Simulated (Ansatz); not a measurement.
# [SiH3]− (SMILES [SiH3-]) at HF/STO-3G

What is the vertical ionisation energy of [SiH3]− at HF/STO-3G? 

The calculation is run with Ansatz 0.2.0.

2 further runs of the same task are left out: 2 set aside as unsound or not needed.

### 1 The molecule

[SiH3]− has 4 atoms, charge -1, and is taken as a singlet. As SMILES, `[SiH3-]`. The coordinates come from a PBE0-D4/def2-TZVPD relaxation.

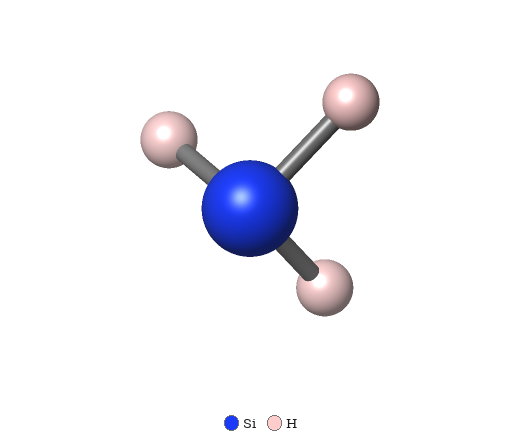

The structure, seen from a chosen angle (silicon blue, hydrogen pink).

### 2 The energy at HF/STO-3G

molecule.yaml reads:

```yaml
basis:
  gaussian: {orbitals: STO-3G}
crystal:
  periodic: [false, false, false]
  atoms:
    - {symbol: Si, position_ang: [0.539700, -0.050700, -0.300900]}
    - {symbol: H, position_ang: [0.426600, 0.622300, 1.085900]}
    - {symbol: H, position_ang: [-0.298500, -1.283700, 0.106800]}
    - {symbol: H, position_ang: [-0.667800, 0.712200, -0.891800]}
total_charge: -1
magnetization: {spin_polarized: false}
hamiltonian: {xc: hf}
accuracy: high
output: {orbitals: {seedname: orbitals}}
```

Run with:

```sh
ansatz run molecule.yaml --threads 1 --pin off --max-ram 3480MiB --events-out events.jsonl --progress --plain --runs-dir runs
```

The program printed:

```text
Warning: RAYON_NUM_THREADS=1 ignored (pool sized by the plan → 1); use --threads N
Functional definition: HF
  name "HF"
  exchange = exact_x
  correlation = 0
181 factors; integrals over basis functions are off by at most 8.1e-9 eV
mean field evaluation 1: about -7812.1664 eV, gradient 5.2e0 eV
mean field evaluation 2: about -7812.1832 eV, gradient 5.1e0 eV
mean field evaluation 4: about -7812.3367 eV, gradient 2.7e-1 eV
mean field evaluation 8: about -7812.3370 eV, gradient 3.1e-7 eV
mean field -7812.33700379 eV, -287.0980894971 hartree, gradient 4.9e-8 eV, S^2 0.000000; 0 other end points of the search recorded, 0 dependent functions left out
reference -7812.33700379 eV, -287.0980894971 hartree; 9, 9 occupied and 3, 3 virtual orbitals, 181 factors
Total energy: -7812.33700379 eV, -287.0980894971 hartree
```

Run time: 0.06 s. Hardware: 1 thread of Arm Neoverse V2, shared host.

### 3 Doublet neutral SiH3, same level

run.yaml reads:

```yaml
crystal:
  periodic: [false, false, false]
  atoms:
    - {symbol: Si, position_ang: [0.539700, -0.050700, -0.300900]}
    - {symbol: H, position_ang: [0.426600, 0.622300, 1.085900]}
    - {symbol: H, position_ang: [-0.298500, -1.283700, 0.106800]}
    - {symbol: H, position_ang: [-0.667800, 0.712200, -0.891800]}
basis:
  gaussian:
    orbitals: STO-3G
magnetization:
  spin_polarized: true
  initial_magnetization: 1
hamiltonian:
  xc: hf
accuracy: high
output: {orbitals: {seedname: orbitals}}
```

Run with:

```sh
ansatz run run.yaml --threads 1 --pin off --max-ram 3480MiB --events-out events.jsonl --progress --plain --runs-dir runs
```

The program printed:

```text
Warning: RAYON_NUM_THREADS=1 ignored (pool sized by the plan → 1); use --threads N
Functional definition: HF
  name "HF"
  exchange = exact_x
  correlation = 0
181 factors; integrals over basis functions are off by at most 8.1e-9 eV
mean field evaluation 1: about -7815.6499 eV, gradient 6.4e0 eV
mean field evaluation 2: about -7815.6561 eV, gradient 6.3e0 eV
mean field evaluation 4: about -7816.1466 eV, gradient 6.5e-1 eV
mean field evaluation 8: about -7816.1587 eV, gradient 9.8e-3 eV
mean field -7816.15873937 eV, -287.2385356892 hartree, gradient 6.9e-9 eV, S^2 0.750869; 0 other end points of the search recorded, 0 dependent functions left out
reference -7816.15873937 eV, -287.2385356892 hartree; 9, 8 occupied and 3, 4 virtual orbitals, 181 factors
Total energy: -7816.15873937 eV, -287.2385356892 hartree
```

Wall time 0.06 s (1 thread of Arm Neoverse V2, shared host).

### 4 Results

Level: HF/STO-3G.

| quantity | value |
| --- | --- |
| singlet [SiH3]−: total energy | -287.09809 Eh |
| singlet [SiH3]−: HOMO energy | 3.22 eV |
| singlet [SiH3]−: LUMO energy | 22.37 eV |
| singlet [SiH3]−: HOMO–LUMO gap (to an unbound level, set by the basis) | 19.15 eV |
| doublet neutral SiH3: total energy | -287.23854 Eh |
| doublet neutral SiH3: HOMO energy (highest over α and β) | -8.26 eV |
| doublet neutral SiH3: LUMO energy (lowest over α and β) | 4.44 eV |
| doublet neutral SiH3: ⟨S²⟩ | 0.751 |
| vertical detachment energy (to the doublet neutral) | -3.822 eV |

What this shows: The species is unbound against losing an electron at this level, by 3.82 eV (−369 kJ/mol); missing correlation or diffuse functions can give that sign where the real anion is bound. In a minimal basis such a difference can be off by several eV, whatever the method. The HOMO (singlet [SiH3]−) lies at positive energy, 3.22 eV: the electron is unbound at this level or held by a compact basis; values depend on the basis.
